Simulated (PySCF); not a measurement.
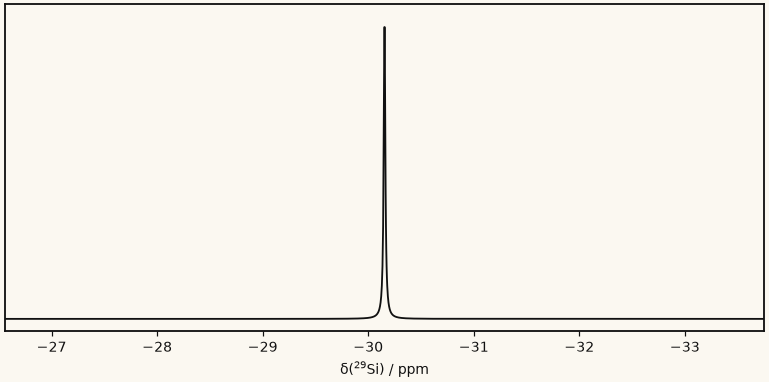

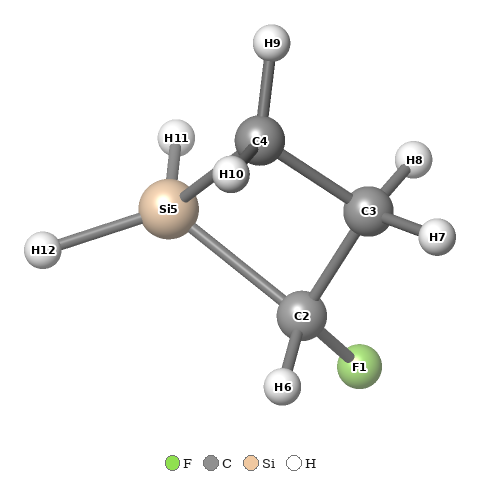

Spectrum and numbered structure of C₃H₇FSi, SMILES F[C@H]1CC[SiH2]1. GIAO shifts, PBE/pcSseg-2 in PySCF 2.14.0, at a PBE0-D3(BJ)/def2-SVP geometry (no frequency check), against TMS for ²⁹Si computed at the same level. Gas phase, fully decoupled, line heights follow the number of nuclei, widths are arbitrary (no quadrupolar broadening); values of one conformer, averaged over methyl-type rotors and exact or near symmetry; other conformers aren't averaged in.

Where does the ²⁹Si line lie?

At −30.2 ppm (Si5).
